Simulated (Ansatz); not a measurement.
**C₄H₂F₂Si: basis-set convergence**

How large a basis does C₄H₂F₂Si need? Two functionals are run in growing sets.

Computed with Ansatz 0.2.0, Gaussian basis. Level: one geometry, several basis sets.

Levels to be run: PBE0-D4/def2-SVP; ωB97M-V/def2-SVP; PBE0-D4/def2-QZVPP; ωB97M-V/def2-QZVPP; the functionals' def2-TZVPP values are taken from earlier runs.

### Step 1. The relaxed structure

All runs share one geometry, relaxed beforehand with PBE0-D4 in a triple-zeta def2 set.

SMILES `C#C[Si](F)(F)C#C`, 9 atoms, charge 0, spin multiplicity 1.

Atoms are counted from 1 here; the program's logs count them from 0.

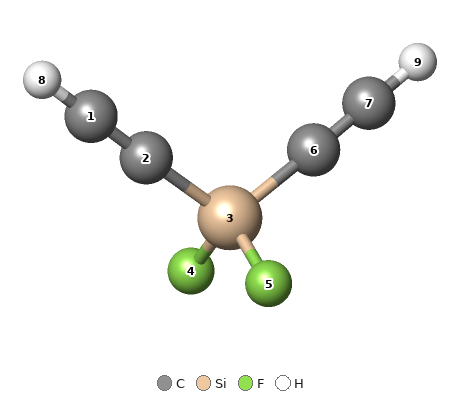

The geometry (carbon grey, silicon light orange, fluorine green, hydrogen white); atoms are numbered from 1 in the order of the file.

### Step 2. PBE0-D4 in def2-SVP

File in.yaml:

```yaml
crystal:
  periodic: [false, false, false]
  atoms:
    - {symbol: C, position_ang: [0.701351, -2.470246, 0.470684]}
    - {symbol: C, position_ang: [0.551982, -1.400132, -0.061875]}
    - {symbol: Si, position_ang: [0.310968, 0.212613, -0.829460]}
    - {symbol: F, position_ang: [-0.471864, 0.033814, -2.188124]}
    - {symbol: F, position_ang: [1.715843, 0.840941, -1.179170]}
    - {symbol: C, position_ang: [-0.599074, 1.341837, 0.240539]}
    - {symbol: C, position_ang: [-1.208391, 2.079182, 0.972749]}
    - {symbol: H, position_ang: [0.835412, -3.418920, 0.939178]}
    - {symbol: H, position_ang: [-1.747725, 2.734713, 1.618378]}
basis:
  gaussian: {orbitals: def2-SVP}
hamiltonian: {xc: pbe0, dispersion: d4}
output: {orbitals: {seedname: orbitals}}
```

Command:

```bash
ansatz run in.yaml --threads 4 --pin off --events-out ev --progress --plain --max-ram 10444MiB
```

After this run come: ωB97M-V in def2-SVP; PBE0-D4 in def2-QZVPP; ωB97M-V in def2-QZVPP.

**Question.** What will the summary of the whole plan be? Wanted: PBE0-D4: double and triple zeta above quadruple; ωB97M-V: double and triple zeta above quadruple.

As calculated:

```
                                       quantity           value
PBE0-D4: double and triple zeta above quadruple  15.48, 0.80 eV
ωB97M-V: double and triple zeta above quadruple  15.70, 0.73 eV
```

**Reading.** For PBE0-D4 the step from double to triple zeta gains 14.68 eV and the next only 0.80 eV. Total energies overstate the basis error of differences, where much of it tends to cancel.
